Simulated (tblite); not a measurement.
Geometry relaxation of C4H11ClSi2 (part 1 of 2)

System: C4H11ClSi2, SMILES C=CC[SiH2][SiH2]CCl.
Method: GFN2-xTB geometry optimisation, gas phase (tblite 0.8.0).

It belongs to a series of runs on one base structure; here: constitutional isomer.

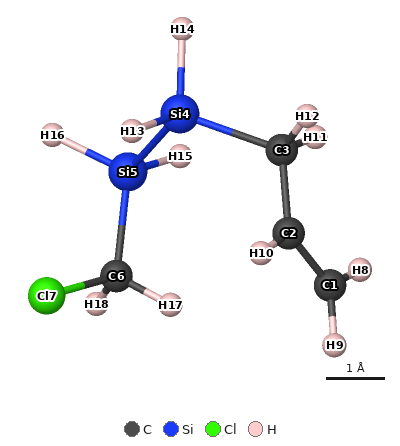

*The starting structure (ball-and-stick view, seen at a tilt; atoms are numbered from 1 in the order of the input).*

Bond lengths as drawn: C–C 1.35 to 1.49 Å, C–Cl 1.78 Å, C–H 1.08 to 1.10 Å, C–Si 1.83 to 1.89 Å, H–Si 1.48 to 1.49 Å and Si–Si 2.31 Å.

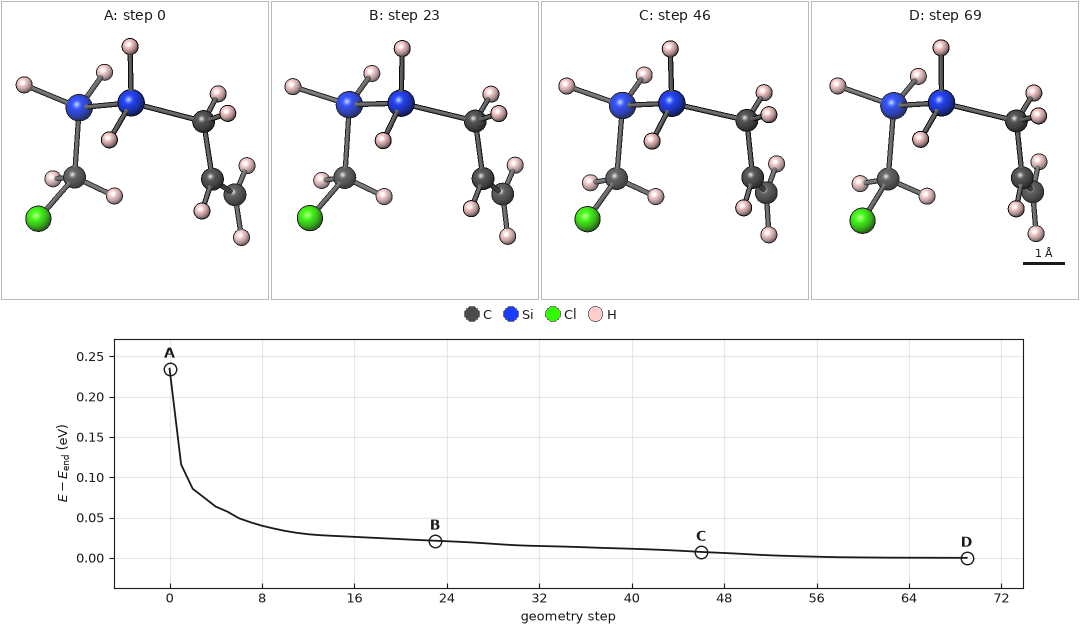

*Frames of the relaxation (ball-and-stick view, seen at a tilt) above the curves, on which the letters mark them (steps are counted from 0).*

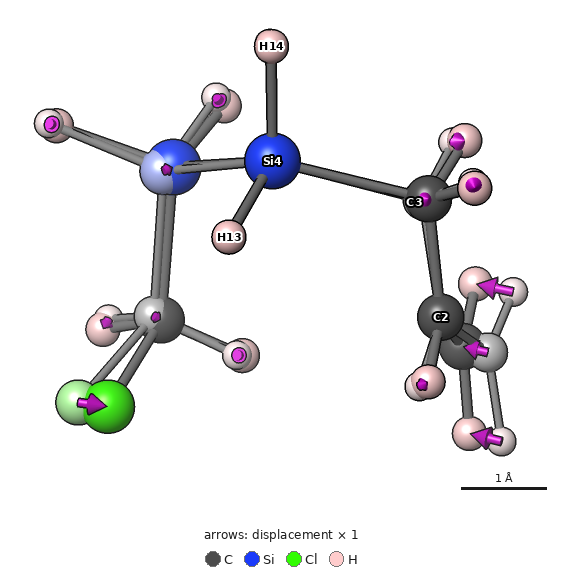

*Start (faint) and end (solid) with the displacements as pink arrows, at true length (ball-and-stick view, seen at a tilt). The two geometries are laid on each other by the best rigid fit.*

The atom that moves furthest after the best rigid fit is H8 (0.46 Å). Largest moves by element: H 0.46 Å, Cl 0.37 Å, C 0.31 Å, Si 0.14 Å. Distances before and after: Si5–C6 1.827 → 1.917 Å, C3–Si4 1.889 → 1.921 Å, C1–C2 1.351 → 1.322 Å, Si4–H13 1.493 → 1.468 Å. Among the angles that change: Si4–Si5–H15 108.1° → 116.0°, C6–Si5–H15 109.9° → 104.0°, C6–Si5–H16 110.9° → 105.5°. After 69 geometry steps the energy has fallen by 0.235 eV. The largest force component goes from 2.5 to 0.006 eV/Å. (Atoms are counted from 1 in the order of the input.)

These pictures come from the run below.

**Input file**
```
{"job": {"kind": "relax", "xc": "GFN2-xTB", "basis": "xTB"}, "charge": 0, "multiplicity": 1}
C      1.826100    -1.260000     1.315500
C      1.715600    -0.033600     0.760000
C      1.617600     0.209200    -0.706200
Si     0.082800     1.155600    -1.267900
Si    -1.795200    -0.148200    -0.916600
C     -2.085100    -0.450800     0.861300
Cl    -2.482200     1.071000     1.693400
H      1.820500    -2.155300     0.717700
H      1.921800    -1.378700     2.392900
H      1.751500     0.831300     1.429900
H      1.658500    -0.734100    -1.265300
H      2.484600     0.789300    -1.011900
H     -0.020100     2.444200    -0.521400
H      0.213100     1.460000    -2.712500
H     -1.600700    -1.438400    -1.622700
H     -2.983700     0.494900    -1.546100
H     -1.210800    -0.880000     1.369300
H     -2.923000    -1.136800     1.018900
```

The first line tells a small driver script what to run in tblite; the rest is the geometry in Å.

Run as:
```bash
OMP_NUM_THREADS=1 python <driver script> task.json out
```

**Output**
```
step      E/eV     max force
  0    -601.81778    2.554
  1    -601.93656    1.340
  2    -601.96663    0.503
  3    -601.97772    0.285
  4    -601.98884    0.205
  5    -601.99499    0.225
  6    -602.00321    0.228
  7    -602.00821    0.176
  8    -602.01252    0.146
  9    -602.01591    0.152
 10    -602.01895    0.142
 11    -602.02132    0.099
 12    -602.02308    0.078
 13    -602.02422    0.077
 14    -602.02498    0.088
 15    -602.02564    0.068
 16    -602.02633    0.067
 17    -602.02704    0.061
 18    -602.02774    0.092
 19    -602.02844    0.088
 20    -602.02914    0.069
 21    -602.02984    0.069
 22    -602.03050    0.056
 23    -602.03112    0.068
 24    -602.03174    0.056
 25    -602.03239    0.062
 26    -602.03313    0.064
 27    -602.03399    0.075
 28    -602.03496    0.092
 29    -602.03591    0.105
 30    -602.03671    0.078
 31    -602.03728    0.052
 32    -602.03767    0.046
 33    -602.03800    0.063
 34    -602.03835    0.070
 35    -602.03877    0.057
 36    -602.03927    0.052
 37    -602.03978    0.062
 38    -602.04024    0.058
 39    -602.04066    0.050
 40    -602.04109    0.047
 41    -602.04158    0.054
 42    -602.04213    0.062
 43    -602.04273    0.069
 44    -602.04341    0.065
 45    -602.04419    0.075
 46    -602.04500    0.078
 47    -602.04570    0.067
 48    -602.04633    0.063
 49    -602.04703    0.070
 50    -602.04779    0.073
 51    -602.04857    0.069
 52    -602.04923    0.092
 53    -602.04975    0.078
 54    -602.05018    0.060
 55    -602.05059    0.084
 56    -602.05095    0.037
 57    -602.05129    0.044
 58    -602.05160    0.042
 59    -602.05172    0.033
 60    -602.05185    0.027
 61    -602.05198    0.030
 62    -602.05209    0.024
 63    -602.05215    0.013
 64    -602.05218    0.011
 65    -602.05221    0.013
 66    -602.05225    0.017
 67    -602.05230    0.015
 68    -602.05233    0.011
 69    -602.05234    0.009
```

**Trajectory as extended XYZ (Å, eV, eV/Å), 27 of the 70 frames kept, from step=0 to step=69**
```
18
Properties=species:S:1:pos:R:3:forces:R:3 step=0 energy=-601.81778
C     1.8261   -1.2600    1.3155   -0.1860   1.4930  -0.2900
C     1.7156   -0.0336    0.7600    0.2450  -1.4070   0.8170
C     1.6176    0.2092   -0.7062    0.3560  -0.1900   0.0830
Si    0.0828    1.1556   -1.2679   -0.7160   0.6340   0.0770
Si   -1.7952   -0.1482   -0.9166    0.3260   0.5710  -2.4680
C    -2.0851   -0.4508    0.8613   -0.2860  -0.8670   1.7180
Cl   -2.4822    1.0710    1.6934   -0.0030   0.0790   0.0450
H     1.8205   -2.1553    0.7177   -0.0130   0.0010   0.0180
H     1.9218   -1.3787    2.3929   -0.0490  -0.0140  -0.4030
H     1.7515    0.8313    1.4299   -0.0860  -0.2060  -0.4490
H     1.6585   -0.7341   -1.2653    0.0670   0.0560   0.2360
H     2.4846    0.7893   -1.0119    0.2230   0.0870  -0.0220
H    -0.0201    2.4442   -0.5214    0.1820  -0.2770  -0.2590
H     0.2131    1.4600   -2.7125    0.0880   0.0020   0.2550
H    -1.6007   -1.4384   -1.6227   -0.1930   0.0300   0.2520
H    -2.9837    0.4949   -1.5461    0.1970  -0.2710   0.3010
H    -1.2108   -0.8800    1.3693   -0.2190   0.1450  -0.0710
H    -2.9230   -1.1368    1.0189    0.0680   0.1340   0.1600
18
Properties=species:S:1:pos:R:3:forces:R:3 step=3 energy=-601.97772
C     1.8220   -1.2485    1.3154   -0.0580   0.1590  -0.0850
C     1.7222   -0.0471    0.7667    0.0710  -0.1690  -0.0410
C     1.6255    0.2071   -0.7000    0.0110   0.0940  -0.0490
Si    0.0669    1.1751   -1.2641    0.0950   0.0490   0.0430
Si   -1.7869   -0.1341   -0.9756    0.0210  -0.0170  -0.0340
C    -2.0909   -0.4665    0.8858    0.0040  -0.0460  -0.2810
Cl   -2.4821    1.0727    1.6958    0.0170  -0.0400   0.0100
H     1.8198   -2.1484    0.7219   -0.0180  -0.0060  -0.0130
H     1.9196   -1.3788    2.3797   -0.0320  -0.0190   0.0060
H     1.7478    0.8238    1.4124   -0.0460   0.0290  -0.1570
H     1.6618   -0.7339   -1.2566    0.0540   0.0080   0.1340
H     2.4932    0.7918   -1.0112    0.0800   0.0060   0.0460
H    -0.0126    2.4379   -0.5298    0.1120   0.1100  -0.0240
H     0.2176    1.4615   -2.7027    0.1020   0.0680   0.1050
H    -1.6088   -1.4416   -1.6153   -0.1290  -0.1450   0.0430
H    -2.9828    0.4864   -1.5373   -0.1750  -0.0590   0.0370
H    -1.2118   -0.8790    1.3736   -0.0260   0.0040   0.0780
H    -2.9291   -1.1387    1.0297   -0.0830  -0.0270   0.1840
18
Properties=species:S:1:pos:R:3:forces:R:3 step=5 energy=-601.99499
C     1.8176   -1.2457    1.3124    0.0060  -0.1190   0.0670
C     1.7279   -0.0516    0.7604   -0.0350   0.2140  -0.0600
C     1.6285    0.2131   -0.7009    0.0720  -0.0240  -0.0710
Si    0.0707    1.1829   -1.2596    0.0810  -0.0660   0.0350
Si   -1.7844   -0.1327   -0.9899   -0.0650  -0.0780   0.0550
C    -2.0920   -0.4722    0.8696   -0.0430  -0.1170   0.1500
Cl   -2.4805    1.0693    1.6964    0.0400  -0.0980  -0.0890
H     1.8181   -2.1456    0.7228   -0.0230  -0.0820  -0.0680
H     1.9164   -1.3799    2.3766   -0.0430   0.0150   0.0000
H     1.7436    0.8240    1.3962   -0.0100   0.0750  -0.0340
H     1.6668   -0.7336   -1.2451    0.0340   0.0120   0.0090
H     2.5016    0.7929   -1.0075    0.0500   0.0090   0.0230
H    -0.0021    2.4455   -0.5333    0.0910   0.1690   0.0360
H     0.2268    1.4674   -2.6929    0.1070   0.0870   0.0050
H    -1.6208   -1.4536   -1.6105   -0.1030  -0.0890   0.0210
H    -2.9960    0.4797   -1.5324   -0.1170  -0.0610   0.0210
H    -1.2139   -0.8787    1.3802   -0.1590   0.0510  -0.1140
H    -2.9369   -1.1414    1.0459    0.1160   0.1020   0.0120
18
Properties=species:S:1:pos:R:3:forces:R:3 step=8 energy=-602.01252
C     1.8123   -1.2450    1.3075    0.0010   0.0480  -0.0390
C     1.7305   -0.0467    0.7531   -0.0240  -0.0330   0.0730
C     1.6417    0.2173   -0.7070    0.0310  -0.0350   0.0400
Si    0.0806    1.1877   -1.2497   -0.0760   0.0200   0.0040
Si   -1.7912   -0.1412   -0.9975   -0.0450  -0.0290   0.0550
C    -2.0989   -0.4835    0.8643   -0.0200   0.0830   0.0490
Cl   -2.4742    1.0565    1.6861   -0.0050   0.0940  -0.0280
H     1.8131   -2.1492    0.7170   -0.0150   0.0520  -0.0020
H     1.9063   -1.3789    2.3732   -0.0570   0.0220  -0.0380
H     1.7379    0.8364    1.3762    0.0170   0.0460   0.0730
H     1.6781   -0.7347   -1.2353    0.0500  -0.0240  -0.1270
H     2.5190    0.7959   -1.0021    0.0300   0.0000  -0.0320
H     0.0228    2.4710   -0.5347    0.0690  -0.0450  -0.0190
H     0.2517    1.4859   -2.6805    0.0660   0.0580   0.0130
H    -1.6487   -1.4777   -1.6017   -0.0680   0.0110   0.0220
H    -3.0236    0.4622   -1.5228    0.0220  -0.0830   0.0400
H    -1.2273   -0.8776    1.3765    0.1030  -0.0990  -0.0310
H    -2.9389   -1.1388    1.0658   -0.0760  -0.0850  -0.0530
18
Properties=species:S:1:pos:R:3:forces:R:3 step=11 energy=-602.02132
C     1.8095   -1.2417    1.3035   -0.0370   0.0500   0.0140
C     1.7285   -0.0413    0.7555    0.0400   0.0020  -0.0590
C     1.6514    0.2150   -0.7081   -0.0590   0.0420  -0.0380
Si    0.0789    1.1885   -1.2448    0.0300  -0.0470  -0.0320
Si   -1.7999   -0.1499   -0.9912    0.0670   0.0340   0.0070
C    -2.1048   -0.4841    0.8718    0.0300  -0.0600  -0.0450
Cl   -2.4713    1.0625    1.6766   -0.0030   0.0720   0.0270
H     1.8083   -2.1451    0.7121   -0.0050   0.0690  -0.0070
H     1.8928   -1.3757    2.3682   -0.0420  -0.0110   0.0350
H     1.7376    0.8476    1.3763    0.0060  -0.0730   0.0080
H     1.6908   -0.7357   -1.2467    0.0350   0.0700   0.0020
H     2.5299    0.7964   -1.0030   -0.0510  -0.0250  -0.0010
H     0.0450    2.4791   -0.5367    0.0290  -0.0940  -0.0060
H     0.2737    1.5039   -2.6724    0.0110   0.0170   0.0490
H    -1.6725   -1.4886   -1.5944   -0.0310   0.0130   0.0220
H    -3.0362    0.4422   -1.5130   -0.0090  -0.0340   0.0180
H    -1.2251   -0.8884    1.3675    0.0040  -0.0270   0.0160
H    -2.9454   -1.1449    1.0672   -0.0130   0.0010  -0.0080
18
Properties=species:S:1:pos:R:3:forces:R:3 step=13 energy=-602.02422
C     1.8062   -1.2376    1.3031   -0.0280  -0.0140   0.0310
C     1.7302   -0.0391    0.7530    0.0060   0.0360  -0.0350
C     1.6513    0.2165   -0.7102   -0.0020   0.0130  -0.0230
Si    0.0792    1.1862   -1.2453    0.0350  -0.0450  -0.0200
Si   -1.7987   -0.1506   -0.9892    0.0230   0.0100  -0.0010
C    -2.1051   -0.4872    0.8724    0.0140  -0.0140   0.0130
Cl   -2.4703    1.0695    1.6748    0.0310  -0.0680  -0.0170
H     1.8062   -2.1385    0.7100   -0.0090   0.0180  -0.0210
H     1.8848   -1.3750    2.3680   -0.0350   0.0050   0.0230
H     1.7380    0.8467    1.3773    0.0060  -0.0310  -0.0090
H     1.6978   -0.7317   -1.2516    0.0070   0.0340   0.0130
H     2.5305    0.7954   -1.0038   -0.0320   0.0290  -0.0120
H     0.0550    2.4746   -0.5379    0.0100  -0.0540   0.0270
H     0.2822    1.5114   -2.6665    0.0000   0.0110  -0.0090
H    -1.6831   -1.4912   -1.5901   -0.0070   0.0060   0.0130
H    -3.0405    0.4324   -1.5079   -0.0050  -0.0100   0.0100
H    -1.2233   -0.8947    1.3656   -0.0610   0.0160   0.0200
H    -2.9490   -1.1475    1.0668    0.0470   0.0600  -0.0040
18
Properties=species:S:1:pos:R:3:forces:R:3 step=16 energy=-602.02633
C     1.8002   -1.2345    1.3043   -0.0110  -0.0020  -0.0250
C     1.7318   -0.0371    0.7495   -0.0160  -0.0270   0.0420
C     1.6523    0.2187   -0.7130    0.0460  -0.0170   0.0240
Si    0.0824    1.1806   -1.2482   -0.0200   0.0180  -0.0130
Si   -1.7960   -0.1505   -0.9881   -0.0200  -0.0180  -0.0150
C    -2.1032   -0.4887    0.8720    0.0130   0.0300  -0.0140
Cl   -2.4657    1.0666    1.6722    0.0220  -0.0050   0.0120
H     1.8033   -2.1320    0.7065   -0.0180  -0.0190   0.0010
H     1.8746   -1.3735    2.3701   -0.0340   0.0170  -0.0200
H     1.7391    0.8441    1.3770    0.0040   0.0470  -0.0010
H     1.7035   -0.7267   -1.2541    0.0090  -0.0410  -0.0170
H     2.5280    0.7998   -1.0065    0.0170   0.0620  -0.0200
H     0.0630    2.4644   -0.5349   -0.0040  -0.0260   0.0410
H     0.2880    1.5180   -2.6645   -0.0040   0.0030  -0.0410
H    -1.6909   -1.4925   -1.5858    0.0120  -0.0110  -0.0010
H    -3.0437    0.4246   -1.5029    0.0080   0.0070   0.0100
H    -1.2275   -0.8982    1.3685    0.0200  -0.0160   0.0430
H    -2.9480   -1.1434    1.0663   -0.0240  -0.0020  -0.0060
18
Properties=species:S:1:pos:R:3:forces:R:3 step=19 energy=-602.02844
C     1.7915   -1.2331    1.3033   -0.0080   0.0130  -0.0190
C     1.7314   -0.0350    0.7496    0.0160   0.0210  -0.0300
C     1.6599    0.2190   -0.7143   -0.0130   0.0160  -0.0300
Si    0.0845    1.1754   -1.2538    0.0130   0.0030  -0.0060
Si   -1.7954   -0.1534   -0.9888    0.0140  -0.0140  -0.0030
C    -2.0989   -0.4885    0.8719    0.0050  -0.0380   0.0150
Cl   -2.4566    1.0634    1.6714    0.0070   0.0770   0.0420
H     1.7967   -2.1284    0.7024   -0.0240  -0.0280   0.0200
H     1.8567   -1.3693    2.3697   -0.0290  -0.0100  -0.0130
H     1.7410    0.8479    1.3763   -0.0050   0.0150  -0.0200
H     1.7125   -0.7261   -1.2588    0.0450   0.0040   0.0250
H     2.5269    0.8138   -1.0120    0.0010  -0.0110   0.0230
H     0.0710    2.4488   -0.5240   -0.0200   0.0030   0.0330
H     0.2938    1.5258   -2.6686   -0.0160  -0.0120  -0.0010
H    -1.6976   -1.4963   -1.5813    0.0220  -0.0380  -0.0180
H    -3.0466    0.4173   -1.4958   -0.0100   0.0270  -0.0030
H    -1.2305   -0.9040    1.3774    0.0270  -0.0130  -0.0010
H    -2.9490   -1.1376    1.0638   -0.0230  -0.0140  -0.0130
18
Properties=species:S:1:pos:R:3:forces:R:3 step=21 energy=-602.02984
C     1.7850   -1.2314    1.3006   -0.0120   0.0100   0.0010
C     1.7322   -0.0324    0.7479    0.0130   0.0350  -0.0570
C     1.6646    0.2201   -0.7169   -0.0260   0.0220  -0.0330
Si    0.0862    1.1728   -1.2581    0.0130  -0.0120   0.0120
Si   -1.7942   -0.1567   -0.9901    0.0110  -0.0160   0.0240
C    -2.0955   -0.4905    0.8731   -0.0150  -0.0020   0.0480
Cl   -2.4497    1.0671    1.6745    0.0240  -0.0040  -0.0020
H     1.7901   -2.1288    0.7018   -0.0260   0.0010   0.0200
H     1.8422   -1.3672    2.3677   -0.0210  -0.0120  -0.0110
H     1.7419    0.8524    1.3738   -0.0050  -0.0250  -0.0350
H     1.7221   -0.7263   -1.2599    0.0520   0.0340   0.0290
H     2.5267    0.8231   -1.0140    0.0040  -0.0420   0.0300
H     0.0738    2.4384   -0.5134   -0.0260   0.0050   0.0100
H     0.2955    1.5295   -2.6723   -0.0190  -0.0110   0.0210
H    -1.6993   -1.5020   -1.5800    0.0190  -0.0200  -0.0130
H    -3.0486    0.4155   -1.4914    0.0120   0.0160  -0.0010
H    -1.2298   -0.9090    1.3839   -0.0200   0.0050  -0.0390
H    -2.9520   -1.1349    1.0610    0.0230   0.0150  -0.0030
18
Properties=species:S:1:pos:R:3:forces:R:3 step=24 energy=-602.03174
C     1.7745   -1.2267    1.2959   -0.0190   0.0000  -0.0010
C     1.7339   -0.0279    0.7403   -0.0290  -0.0320   0.0200
C     1.6689    0.2240   -0.7234    0.0310  -0.0100   0.0160
Si    0.0884    1.1688   -1.2615   -0.0390  -0.0030   0.0270
Si   -1.7917   -0.1635   -0.9884   -0.0030  -0.0120   0.0140
C    -2.0930   -0.4911    0.8781   -0.0080   0.0370  -0.0280
Cl   -2.4371    1.0707    1.6784    0.0240  -0.0400  -0.0160
H     1.7775   -2.1287    0.7035   -0.0260   0.0240  -0.0110
H     1.8206   -1.3652    2.3632   -0.0070   0.0220  -0.0050
H     1.7423    0.8559    1.3659    0.0020   0.0020  -0.0130
H     1.7417   -0.7233   -1.2587    0.0200  -0.0050  -0.0370
H     2.5285    0.8307   -1.0132    0.0430   0.0030  -0.0060
H     0.0736    2.4252   -0.4988   -0.0260  -0.0040  -0.0210
H     0.2948    1.5327   -2.6742   -0.0210  -0.0030   0.0270
H    -1.6988   -1.5114   -1.5798    0.0090   0.0270   0.0130
H    -3.0482    0.4149   -1.4853    0.0540  -0.0110   0.0080
H    -1.2307   -0.9154    1.3880   -0.0100  -0.0040  -0.0220
H    -2.9540   -1.1301    1.0583    0.0030   0.0080   0.0360
18
Properties=species:S:1:pos:R:3:forces:R:3 step=27 energy=-602.03399
C     1.7570   -1.2216    1.2910   -0.0280  -0.0150   0.0080
C     1.7313   -0.0247    0.7322   -0.0050  -0.0040   0.0210
C     1.6795    0.2275   -0.7308    0.0340  -0.0160  -0.0070
Si    0.0869    1.1612   -1.2609    0.0460  -0.0210   0.0150
Si   -1.7878   -0.1741   -0.9834    0.0320   0.0180  -0.0300
C    -2.0912   -0.4889    0.8810    0.0100  -0.0680  -0.0310
Cl   -2.4163    1.0698    1.6804    0.0010   0.0570   0.0260
H     1.7561   -2.1243    0.7023   -0.0230  -0.0150  -0.0430
H     1.7907   -1.3586    2.3579   -0.0010   0.0250   0.0350
H     1.7432    0.8604    1.3539   -0.0020   0.0270   0.0240
H     1.7709   -0.7187   -1.2647   -0.0240  -0.0060  -0.0540
H     2.5379    0.8404   -1.0126    0.0120   0.0250  -0.0010
H     0.0693    2.4081   -0.4841   -0.0280   0.0140  -0.0230
H     0.2907    1.5372   -2.6704   -0.0290   0.0000   0.0230
H    -1.6978   -1.5192   -1.5766    0.0060   0.0000   0.0130
H    -3.0393    0.4114   -1.4762    0.0040   0.0040  -0.0200
H    -1.2342   -0.9245    1.3879    0.0340  -0.0160   0.0030
H    -2.9555   -1.1217    1.0615   -0.0390  -0.0080   0.0430
```
